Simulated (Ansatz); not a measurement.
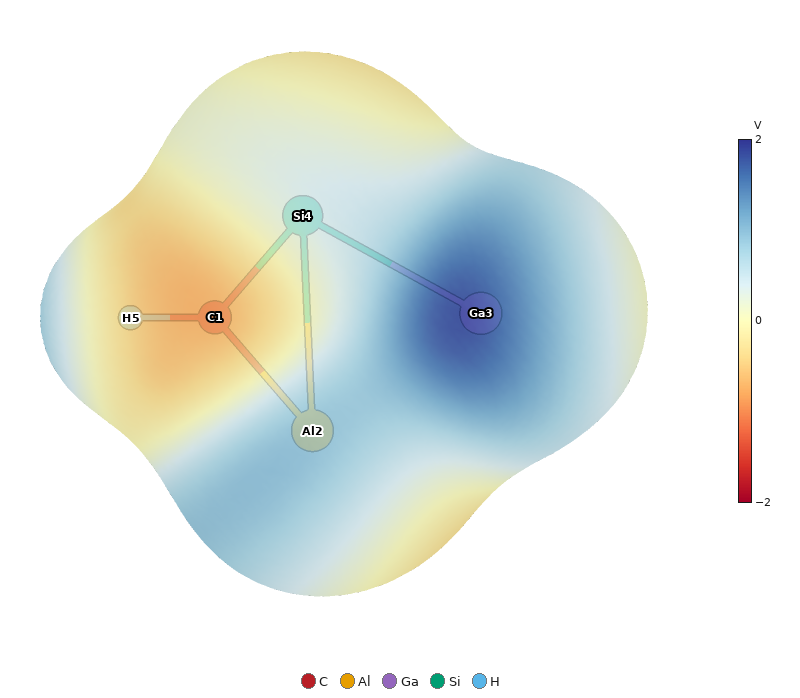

Figure. CHAlGaSi (doublet). The molecular electrostatic potential painted on the density surface at 0.002 e/bohr³, seen across its widest extent; the colour scale runs from red (negative) to blue (positive).

Geometry: PBE-D3(BJ)/def2-SVP.

Theory: isolated molecule in a Gaussian basis; Kohn-Sham density functional theory, functional PBE0 in Ansatz.

```csv
atom,x (Å),y (Å),z (Å)
C,-0.6082,-1.2204,1.7554
Al,1.2850,-0.9802,2.1631
Ga,1.5298,1.4183,0.9545
Si,-0.8727,0.2890,0.8761
H,-1.2958,-2.0511,2.0036
```

### Describe the electrostatic potential map.

The most negative region (about −0.7 V) lies over the π face of C1, the most positive (about +1.8 V) over Ga3.
